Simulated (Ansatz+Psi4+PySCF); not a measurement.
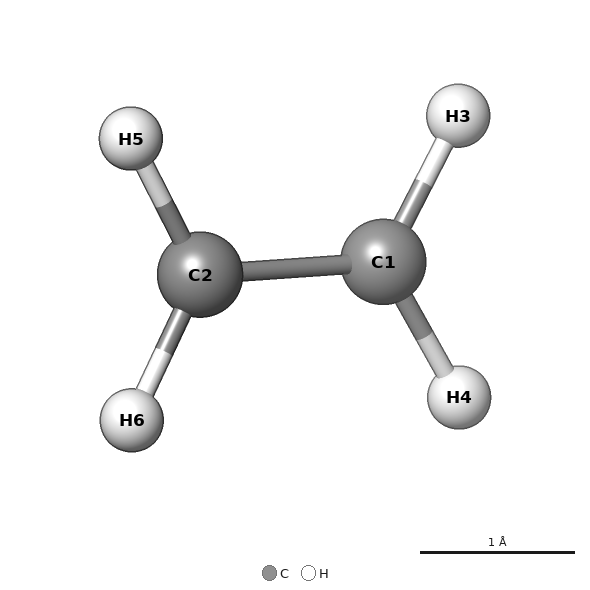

Figure made from data computed with Ansatz+Psi4+PySCF.

The atoms are numbered. State: charge +1, doublet. Geometry: a fixed input geometry, not necessarily a minimum.

What are the angles C2–C1–H3, H3–C1–H4, C1–C2–H5, H5–C2–H6?

```
   angle  degrees
C2–C1–H3    121.7
H3–C1–H4    116.6
C1–C2–H5    119.4
H5–C2–H6    121.2
```
